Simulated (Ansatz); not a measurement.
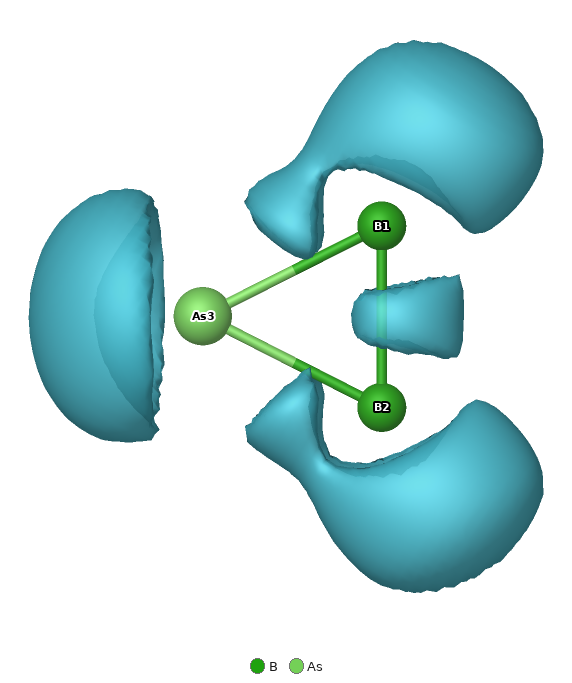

Figure. AsB2 (quartet). Isosurface of the ELF at 0.75 (cyan), seen across its widest extent. Core shells and regions of very low density are left out.

Geometry: PBE-D4/def2-TZVP.

All numbers below come from UKS PBE0-D4/def2-TZVP in Ansatz 0.2.0.

Describe the localisation domains.

Answer. The surface consists of one region between bonded B–B atoms (shared pairs), one lobe on As, pointing away from the bonds (non-bonding electrons) and two lobes on B, pointing away from the bonds (non-bonding electrons).

Values along the shortest contacts:
B–B (1.75 Å): the ELF peaks at about 0.90 between the atoms; a shared electron pair. B–As (1.93 Å): the ELF peaks at about 0.75 in the valence shell of B, 0.7 Å from its nucleus, and is about 0.55 at the midpoint.
